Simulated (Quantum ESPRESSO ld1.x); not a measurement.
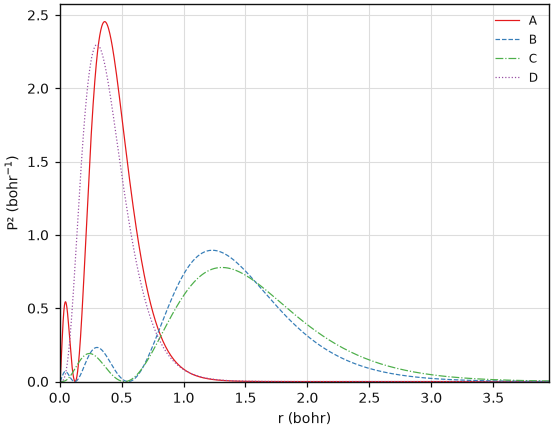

The Cl³⁺ ion in the configuration [Ne] 3s2 3p2. The calculation used Quantum ESPRESSO ld1.x 7.5 at this level: non-relativistic Kohn-Sham, PBE, spin-unpolarised, spherical densities, point nucleus.

The plot shows the radial probability densities P² of 3p, 2p, 3s and 2s.

**Which curve belongs to which orbital?**

A is 2s; B is 3s; C is 3p; D is 2p. 2p: outer maximum at 0.301 bohr, ⟨r⟩ = 0.406 bohr, 0 nodes, eigenvalue −236.6 eV; 2s: outer maximum at 0.364 bohr, ⟨r⟩ = 0.445 bohr, 1 node, eigenvalue −295.9 eV; 3s: outer maximum at 1.23 bohr, ⟨r⟩ = 1.40 bohr, 2 nodes, eigenvalue −58.7 eV; 3p: outer maximum at 1.31 bohr, ⟨r⟩ = 1.52 bohr, 1 node, eigenvalue −45.1 eV.
